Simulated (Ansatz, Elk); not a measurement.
# How far do independent atoms describe VRuC2?

Structure refinements treat a crystal as free atoms side by side. For a made-up structure of VRuC2 (cell and positions from a PBE relaxation) the runs below show what the calculated density changes in F(hkl).

Calculated with Elk 11.2.3 (patched build); DFT, PBE, all-electron APW+lo, Dirac cores, scalar-relativistic bands, static density, no spin.

The structure was built from a prototype and need not be the compound's stable phase.

### 1. The starting structure

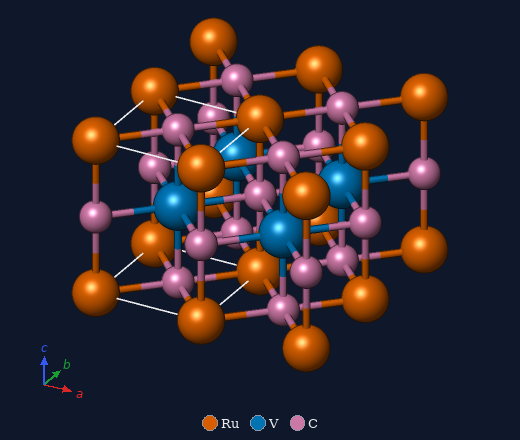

The cell as given, from a free direction (ruthenium orange, vanadium blue, carbon pink). 2×2×1 cells are drawn. Some periodic images of atoms are drawn too.

Coordinates:

```cif
data_structure
_symmetry_space_group_name_H-M 'P 1'
_symmetry_Int_Tables_number 1
_cell_length_a 2.9870
_cell_length_b 2.9870
_cell_length_c 4.2709
_cell_angle_alpha 90.000
_cell_angle_beta 90.000
_cell_angle_gamma 90.000
_cell_volume 38.10
loop_
_atom_site_label
_atom_site_type_symbol
_atom_site_fract_x
_atom_site_fract_y
_atom_site_fract_z
_atom_site_occupancy
Ru1 Ru 0.00000 0.00000 0.00000 1
V2 V 0.50000 0.50000 0.50000 1
C3 C 0.50000 0.50000 0.00000 1
C4 C 0.00000 0.00000 0.50000 1
```

### 2. Ground state and structure factors

An all-electron density is needed, since X-rays see the cores too. Task 0 finds the density and task 195 Fourier-transforms it; tshift is off so that phases refer to the origin typed.

elk.in reads:

```
tasks
  0
  195

xctype
  20

spinpol
  .false.

rgkmax
  7.0

gmaxvr
  14.0

lmaxo
  7

lmaxapw
  8

swidth
  0.002

tshift
  .false.

ramdisk
  .false.

hmaxvr
  5.5

maxscl
  120

epspot
  1e-06

sppath
  './'

avec
  5.64456376734 0.00000000000 0.00000000000
  0.00000000000 5.64456376734 0.00000000000
  0.00000000000 0.00000000000 8.07074585468

atoms
  3
  'Ru.in'
  1
  0.0000000000 0.0000000000 0.0000000000   0.000000 0.000000 0.000000
  'V.in'
  1
  0.5000000000 0.5000000000 0.5000000000   0.000000 0.000000 0.000000
  'C.in'
  2
  0.5000000000 0.5000000000 0.0000000000   0.000000 0.000000 0.000000
  -0.0000000000 -0.0000000000 0.5000000000   0.000000 0.000000 0.000000

ngridk
  8 8 5
```

Command:

```sh
$ OMP_NUM_THREADS=4 elk
```

Numbers of over 12 decimals in the logs are rounded to 6 here.

Output:

```text
┌─────────────────────────┐
│ Elk code version 11.2.3 │
└─────────────────────────┘

All units are atomic (Hartree, Bohr, etc.)

┌─────────────────────────────────────────────────┐
│ Ground-state run starting from atomic densities │
└─────────────────────────────────────────────────┘

Lattice vectors :
   5.644563767       0.000000000       0.000000000
   0.000000000       5.644563767       0.000000000
   0.000000000       0.000000000       8.070745855

Reciprocal lattice vectors :
   1.113139220       0.000000000       0.000000000
   0.000000000       1.113139220       0.000000000
   0.000000000       0.000000000      0.7785135873

Unit cell volume      :    257.1428417
Brillouin zone volume :   0.9646397767

Muffin-tin inner radius fraction :   0.1000000000E-01

Nuclei treated as point charges

Species : 1 (Ru)
 parameters loaded from : Ru.in
 name : ruthenium
 nuclear charge    :   -44.00000000
 electronic charge :    44.00000000
 atomic mass :    184239.3393
 muffin-tin radius :    2.328955505
 number of radial points in muffin-tin :   1193
 inner part over the whole radius :   0.9883111099E-02
 number on inner part of muffin-tin    :    846
 approximate nuclear radius :   0.8462081736E-04
 number of mesh points to nuclear radius :    425
 atomic positions (lattice), magnetic fields (Cartesian) :
  1 :   0.00000000  0.00000000  0.00000000    0.00000000  0.00000000  0.00000000

Species : 2 (V)
 parameters loaded from : V.in
 name : vanadium
 nuclear charge    :   -23.00000000
 electronic charge :    23.00000000
 atomic mass :    92860.67382
 muffin-tin radius :    2.357504548
 number of radial points in muffin-tin :    993
 inner part over the whole radius :   0.9972829172E-02
 number on inner part of muffin-tin    :    699
 approximate nuclear radius :   0.6897515165E-04
 number of mesh points to nuclear radius :    327
 atomic positions (lattice), magnetic fields (Cartesian) :
  1 :   0.50000000  0.50000000  0.50000000    0.00000000  0.00000000  0.00000000

Species : 3 (C)
 parameters loaded from : C.in
 name : carbon
 nuclear charge    :   -6.000000000
 electronic charge :    6.000000000
 atomic mass :    21894.16674
 muffin-tin radius :    1.583804768
 number of radial points in muffin-tin :    593
 inner part over the whole radius :   0.9830922413E-02
 number on inner part of muffin-tin    :    404
 approximate nuclear radius :   0.4747601631E-04
 number of mesh points to nuclear radius :    167
 atomic positions (lattice), magnetic fields (Cartesian) :
  1 :   0.50000000  0.50000000  0.00000000    0.00000000  0.00000000  0.00000000
  2 :   0.00000000  0.00000000  0.50000000    0.00000000  0.00000000  0.00000000

Total number of atoms per unit cell :    4
Total muffin-tin volume :    141.0813360
 ratio of muffin-tin to unit cell volume :   0.5486496730

Spin treatment :
 spin-unpolarised

Number of Bravais lattice symmetries :   16
Number of crystal symmetries         :   16
Crystal has inversion symmetry
Real symmetric eigensolver will be used

k-point grid :      8     8     5
k-point offset :    0.000000000       0.000000000       0.000000000
k-point set is reduced with full crystal symmetry group
Total number of k-points :       45

Muffin-tin radius times maximum |G+k| :    7.000000000
 using average radius
Maximum |G+k| for APW functions       :    3.565030801
Maximum (1/2)|G+k|²                   :    6.354722305
Maximum |G| for potential and density :    14.00000000
Constant for pseudocharge density :    8
 order of it for each species :   15  15  15
 order of it for pair densities of each species (exact exchange by exxq0 0: 16) :   14  14   5
Radial integration step length :    1

G-vector grid sizes :     27    27    36
Number of G-vectors :    11907

Maximum angular momentum used for
 APW functions            :    8
 outer part of muffin-tin :    7
 inner part of muffin-tin :    2

Total nuclear charge    :   -79.00000000
Total core charge       :    42.00000000
Total valence charge    :    37.00000000
[...]
xc potential                :     -217.71548573794
 exchange                    :     -185.43648971513
 correlation                 :     -3.790449
 electron entropic           :    -0.12483688048268E-02
 total energy                :     -5557.9087089990

Density of states at Fermi energy :    96.17949190
 (states/Hartree/unit cell)

Estimated indirect band gap :   0.1974940736E-02
 from k-point 8 to k-point 23
Estimated direct band gap   :   0.3751986799E-02
 at k-point 23

Charges :
 core                        :    42.00000000
 valence                     :    37.00000000
 interstitial                :    6.153032733
 muffin-tins (core leakage)
  species : 1 (Ru)
   atom 1                    :    40.40430811     (  0.8609428193E-07)
  species : 2 (V)
   atom 1                    :    21.68722973     ( -0.2210863030E-06)
  species : 3 (C)
[...]
total in muffin-tins        :    72.84696727
 total calculated charge     :    78.99658622
 total charge                :    79.00000000
 error                       :   0.3413775419E-02

RMS change in Kohn-Sham potential (target) :    2.075267349     (  0.1000000000E-05)
Absolute change in total energy (target)   :   0.5653139889     (  0.1000000000E-03)

[... loops 3 to 20 left out ...]

┌──────────────────┐
│ Loop number : 21 │
└──────────────────┘

Energies :
 Fermi                       :     0.457735
 sum of occupied eigenvalues :     -3285.9984977036
 electron kinetic            :      5750.1342341007
 core electron kinetic       :      5523.9513621661
 Coulomb                     :     -11117.397853291
 Coulomb potential           :     -8788.8055571354
 nuclear-nuclear             :     -748.22074308815
 electron-nuclear            :     -11971.036925539
 Hartree                     :      1601.8598153356
 Madelung                    :     -6722.9950747233
 xc potential                :     -247.32717466890
 exchange                    :     -186.25981111973
 correlation                 :     -3.818067
 electron entropic           :    -0.12262114687591E-02
 total energy                :     -5557.3427234539

Density of states at Fermi energy :    92.46988471
 (states/Hartree/unit cell)

Estimated indirect band gap :   0.1986985197E-02
 from k-point 9 to k-point 43
Estimated direct band gap   :   0.5658946061E-02
 at k-point 45

Charges :
 core                        :    42.00000000
 valence                     :    37.00000000
 interstitial                :    5.671701797
 muffin-tins (core leakage)
  species : 1 (Ru)
[...]
species : 2 (V)
[...]
species : 3 (C)
[...]
total in muffin-tins        :    73.32829820
 total calculated charge     :    78.99720160
 total charge                :    79.00000000
 error                       :   0.2798400186E-02

RMS change in Kohn-Sham potential (target) :   0.9723163287E-06 (  0.1000000000E-05)
Absolute change in total energy (target)   :   0.3073540938E-05 (  0.1000000000E-03)

Convergence targets achieved

┌──────────────────┐
│ Loop number : 22 │
└──────────────────┘

Energies :
 Fermi                       :     0.457735
 sum of occupied eigenvalues :     -3285.9985006561
 electron kinetic            :      5750.1342333335
 core electron kinetic       :      5523.9513565802
 Coulomb                     :     -11117.397858480
 Coulomb potential           :     -8788.8055446176
 nuclear-nuclear             :     -748.22074308815
 electron-nuclear            :     -11971.036948911
 Hartree                     :      1601.8598335192
 Madelung                    :     -6722.9950861711
 xc potential                :     -247.32718937197
 exchange                    :     -186.25981162249
 correlation                 :     -3.818067
 electron entropic           :    -0.12262115736283E-02
 total energy                :     -5557.3427299215

Density of states at Fermi energy :    92.46990491
 (states/Hartree/unit cell)

Estimated indirect band gap :   0.1986959979E-02
 from k-point 9 to k-point 43
Estimated direct band gap   :   0.5658911039E-02
 at k-point 45

Charges :
 core                        :    42.00000000
 valence                     :    37.00000000
 interstitial                :    5.671701393
 muffin-tins (core leakage)
  species : 1 (Ru)
[...]
species : 2 (V)
   atom 1                    :    21.74368534     ( -0.2210938472E-06)
  species : 3 (C)
   atom 1                    :    4.645886481     (  0.2407861117E-04)
   atom 2                    :    4.646036258     (  0.2410471687E-04)
 total in muffin-tins        :    73.32829861
 total calculated charge     :    78.99720160
 total charge                :    79.00000000
 error                       :   0.2798400012E-02

┌──────────────────────────────┐
│ Self-consistent loop stopped │
└──────────────────────────────┘

Wrote STATE.OUT
```

Wall time 21 s (4 threads of Arm Neoverse V2, shared host); peak memory 0.16 GiB; 67 s of CPU time.

SFACRHO.OUT:

```text

h k l indices transformed by vhmat matrix:
   1.000000000       0.000000000       0.000000000    
   0.000000000       1.000000000       0.000000000    
   0.000000000       0.000000000       1.000000000    

      h      k      l  multipl.   |H|            Re(F)            Im(F)           |F|

      0      0      0      1   0.0000000       79.000000      0.72856907E-16   79.000000    
      0      0      1      2  0.77851359       19.734467      0.24072048E-14   19.734467    
      1      0      0      4   1.1131392       18.754091      0.25799032E-14   18.754091    
      0      1     -1      8   1.3583675       43.952776      0.11192834E-14   43.952776    
      0      0     -2      2   1.5570272       55.434510      0.46166722E-14   55.434510    
     -1      1      0      4   1.5742166       55.019210      0.35589292E-14   55.019210    
     -1     -1      1      8   1.7562008       16.604361     -0.93638285E-15   16.604361    
      0     -1      2      8   1.9140043       16.141127      0.91104815E-15   16.141127    
     -1      1     -2      8   2.2141571       45.976341      0.41501090E-14   45.976341    
      2      0      0      4   2.2262784       45.812659     -0.37371398E-14   45.812659    
      0      0     -3      2   2.3355408       14.821673     -0.56790897E-14   14.821673    
     -2      0     -1      8   2.3584739       15.038873     -0.42794524E-14   15.038873    
     -2      1      0      8   2.4890550       14.600284     -0.80262445E-14   14.600284    
      0      1     -3      8   2.5872436       34.077787      0.12943629E-13   34.077787    
     -2      1      1     16   2.6079643       33.889150      0.34772345E-14   33.889150    
      0      2      2      8   2.7167350       40.706049     -0.64996476E-14   40.706049    
     -1      1      3      8   2.8165419       13.974544      0.51816827E-14   13.974544    
     -2     -1      2     16   2.9359374       13.802666     -0.24781587E-14   13.802666
```

Elk indexes on the primitive cell of elk.in and gives |H| = 4π sin θ/λ in inverse bohr. Below, one row stands for each form hkl of the conventional cell (m members, Friedel mates merged), F is for one primitive cell and the density is static (no thermal factor). Free-atom factors are Waasmaier and Kirfel's, and R is Σm||F|−|F'||/Σm|F|. Elk warned that it couldn't find a linearisation energy, which lowers the accuracy of some states in this run and its variants.

| hkl | m | sin θ/λ (Å⁻¹) | abs F, DFT | neutral atoms | diff. |
| --- | --- | --- | --- | --- | --- |
| 001 | 2 | 0.117 | 19.735 | 20.000 | -0.265 |
| 100 | 4 | 0.167 | 18.754 | 18.886 | -0.132 |
| 101 | 8 | 0.204 | 43.953 | 44.718 | -0.765 |
| 002 | 2 | 0.234 | 55.434 | 55.389 | +0.046 |
| 110 | 4 | 0.237 | 55.019 | 55.112 | -0.092 |
| 111 | 8 | 0.264 | 16.604 | 16.580 | +0.024 |
| 102 | 8 | 0.288 | 16.141 | 16.086 | +0.055 |
| 112 | 8 | 0.333 | 45.976 | 46.067 | -0.090 |
| 200 | 4 | 0.335 | 45.813 | 45.919 | -0.106 |
| 003 | 2 | 0.351 | 14.822 | 14.940 | -0.118 |
| 201 | 8 | 0.355 | 15.039 | 14.884 | +0.155 |
| 210 | 8 | 0.374 | 14.600 | 14.581 | +0.019 |
| 103 | 8 | 0.389 | 34.078 | 33.941 | +0.136 |
| 211 | 16 | 0.392 | 33.889 | 33.782 | +0.107 |

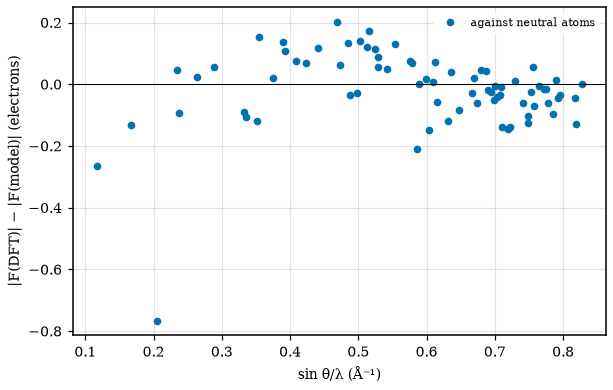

Difference between the calculated structure factors and the independent-atom ones.

### 3. The highest occupied states alone

An energy window below the Fermi level keeps the highest occupied states, to see at which angles they scatter; shallow core shells can lie inside it and anion s states outside. No new self-consistency is needed.

Changes to elk.in since step 2:

```diff
@@ -1,3 +1,2 @@
 tasks
-  0
   195
@@ -40,2 +39,5 @@
 
+wsfac
+  0.016740 0.757740
+
 sppath
```

Command:

```sh
$ OMP_NUM_THREADS=4 elk
```

Output:

```text
┌─────────────────────────────────┐
│ Elk code version 11.2.3 started │
└─────────────────────────────────┘

Info(readinput): the functional depends on the density's gradient
 muffin-tin radial points multiplied by    2.00000
 (not where nrmtscf is given)

┌────────────────────┐
│ Current task : 195 │
└────────────────────┘
Info(checkmt): changed muffin-tin radius of species 1 (Ru) from   2.6000 to   2.3290
Info(checkmt): changed muffin-tin radius of species 2 (V) from   2.4000 to   2.3575
Info(checkmt): changed muffin-tin radius of species 3 (C) from   1.8000 to   1.5838

Warning(linengy): could not find 2 linearisation energies in s.c. loop 1

Info(sfacrho): density structure factors written to SFACRHO.OUT

 Energy window :   0.1674000000E-01  0.7577400000

┌──────────────────┐
│ Elk code stopped │
└──────────────────┘
```

The job ended after 3.8 s (4 threads; peak memory 0.17 GiB; 5.8 s of CPU time).

States within 12 eV below the Fermi level hold 19.60 electrons; any levels below the window count with the cores, and a count that is not whole means the window cuts a band. Their amplitudes can exceed the total, where window and core parts have opposite phase:

| hkl | sin θ/λ (Å⁻¹) | abs F, window | abs F, all |
| --- | --- | --- | --- |
| 001 | 0.117 | 1.749 | 19.735 |
| 100 | 0.167 | 1.810 | 18.754 |
| 101 | 0.204 | 0.760 | 43.953 |
| 002 | 0.234 | 5.437 | 55.434 |
| 110 | 0.237 | 5.190 | 55.019 |
| 111 | 0.264 | 0.338 | 16.604 |
| 102 | 0.288 | 0.306 | 16.141 |
| 112 | 0.333 | 1.955 | 45.976 |
| 200 | 0.335 | 1.915 | 45.813 |
| 003 | 0.351 | 0.366 | 14.822 |

[end of part 1 of 2]

[Logs are printed without paths, hosts, clocks, repeated set-up lines and the standing remarks that a program may print on its own settings, such as how far it seeks lower states.]

[Hosts, paths, dates, database ids (printed as entryN), source tags and the programs' standing remarks are cut or masked in the printed files.]
